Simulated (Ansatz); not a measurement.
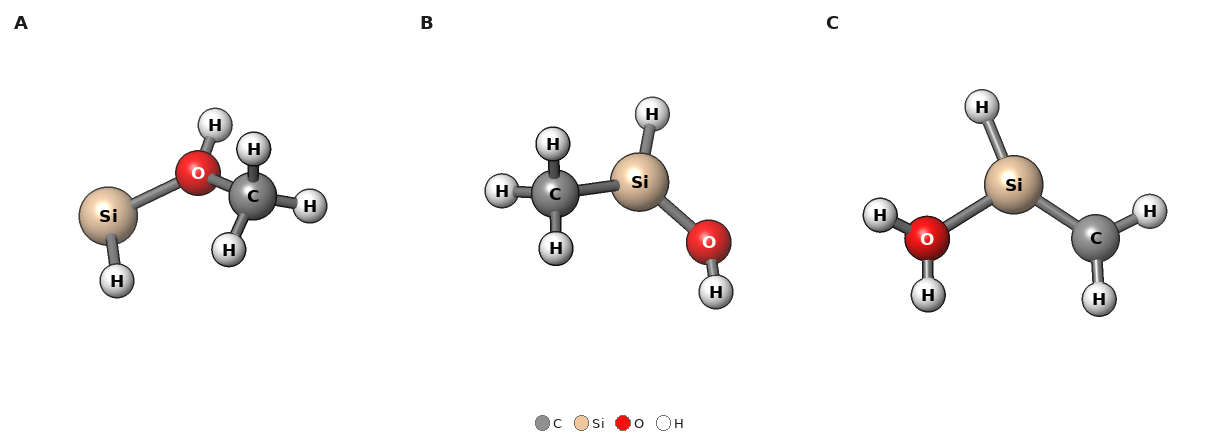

3 stationary structures of one formula. The species has charge +1 and is a spin singlet. Geometries: PBE0-D4/def2-TZVP. Electronic energies: ωB97M-V/def2-TZVPP (Ansatz 0.2.0), without zero-point energy. No frequency run is at hand to confirm each as a minimum. Each is one conformer, not always the lowest.

Which is lowest in energy, and by how much?

B is lowest (Cs); A lies 2.103 eV above it (Cs), C lies 2.360 eV above it (C1).
